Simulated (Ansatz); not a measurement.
**C₆H₁₆F₂HfN₂ (SMILES CC(C)[NH][Hf]([F])([F])[NH]C(C)C): density, localisation and related maps**

```xyz
27

C     0.9238    2.8442    1.5344
C    -0.5278    2.4486    1.7503
C    -0.8434    2.3082    3.2314
N    -0.7972    1.2130    1.0290
Hf    0.4769    0.0929   -0.0849
F     1.2160    1.1269   -1.5357
F     1.9805   -0.5041    0.9653
N    -0.5935   -1.4848   -0.7805
C    -0.1496   -2.5809   -1.6296
C    -0.9687   -2.6606   -2.9086
C     1.3288   -2.4055   -1.9358
H     1.1535    3.7834    2.0404
H     1.5977    2.0814    1.9420
H     1.1460    2.9843    0.4714
H    -1.1576    3.2527    1.3409
H    -0.2108    1.5384    3.6816
H    -0.6749    3.2502    3.7603
H    -1.8873    2.0209    3.3838
H    -1.7550    0.9119    1.1710
H    -1.5834   -1.5635   -0.5748
H    -0.2681   -3.5311   -1.0875
H    -0.6554   -3.5083   -3.5239
H    -0.8489   -1.7438   -3.4923
H    -2.0320   -2.7839   -2.6855
H     1.5013   -1.4774   -2.4936
H     1.7020   -3.2268   -2.5499
H     1.9273   -2.3863   -1.0191
```

Geometry: PBE0-D4/def2-TZVP; core potentials replace the inner electrons of Hf.

Theory: RKS PBE0-D4/def2-TZVPP (Ansatz 0.2.0).

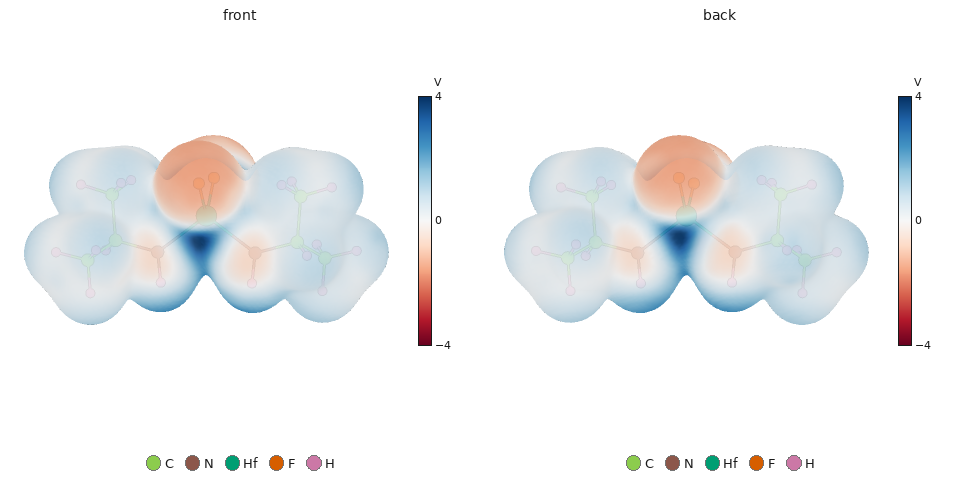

Figure 1. The electrostatic potential painted on the density surface at 0.004 e/bohr³, seen from the front and from behind; red is negative and blue positive.

### Describe the electrostatic potential map.

The most negative region (about −1.6 V) lies over F6 and F7, the most positive (about +3.6 V) over Hf5.

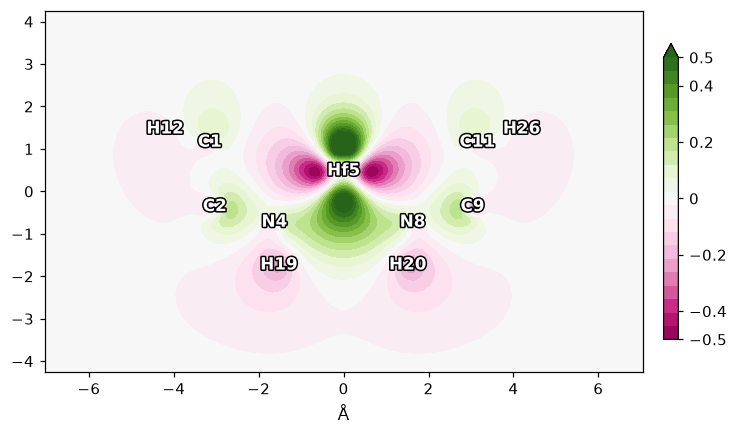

Figure 2. The LUMO on the plane of atoms N4, Hf5 and N8 (values in Å⁻³ᐟ²; the overall sign is arbitrary).

### Where does this orbital lie, and at what energy?

It lies mainly on Hf5 (about 60 %), N4 (about 5 %) and N8 (about 5 %). Its energy is −0.32 eV.

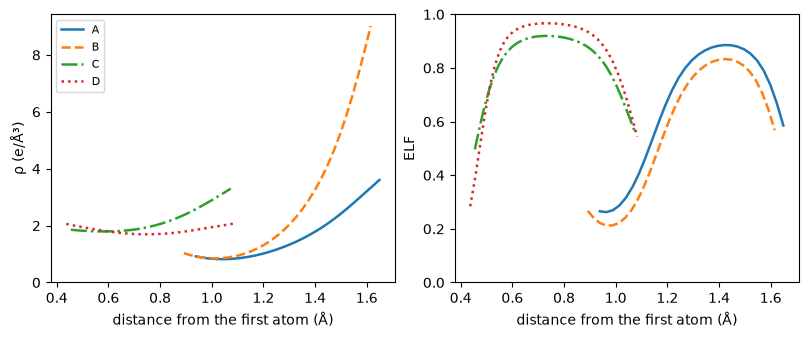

Figure 3. Electron density and ELF along straight lines between neighbouring atoms. The curves leave out the atomic cores.

### Which curve belongs to which contact (C–C, C–N, Hf–F and Hf–N)? The first atom named is at distance zero.

Curve A: Hf–N (2.03 Å): the density is about 0.83 e/Å³ at the midpoint; the ELF peaks at about 0.90 in the valence shell of N, 0.6 Å from its nucleus, and is about 0.30 at the midpoint. Curve B: Hf–F (1.93 Å): ρ at the midpoint is about 0.88 e/Å³; the ELF peaks at about 0.85 in the valence shell of F, 0.5 Å from its nucleus, and drops to about 0.20 between the two atoms. Curve C: C–N (1.46 Å): the density is about 1.9 e/Å³ at the midpoint; the ELF peaks at about 0.90 between the atoms (localised, covalent bonding). Curve D: C–C (1.52 Å): ρ is about 1.7 e/Å³ halfway; the ELF peaks at about 0.95 between the atoms, as expected for a covalent bond.

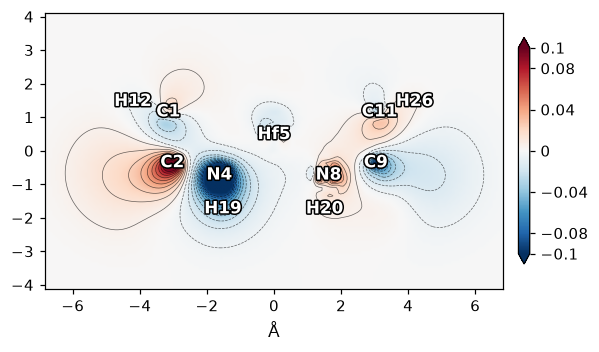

Figure 4. The HOMO on the plane of atoms Hf5, N8 and H20 (values in Å⁻³ᐟ²; the overall sign is arbitrary).

### Describe this orbital and give its energy.

Its weight (Hirshfeld) is mainly on N4 (about 30 %), N8 (about 30 %) and Hf5 (about 15 %). Its energy is −6.93 eV.
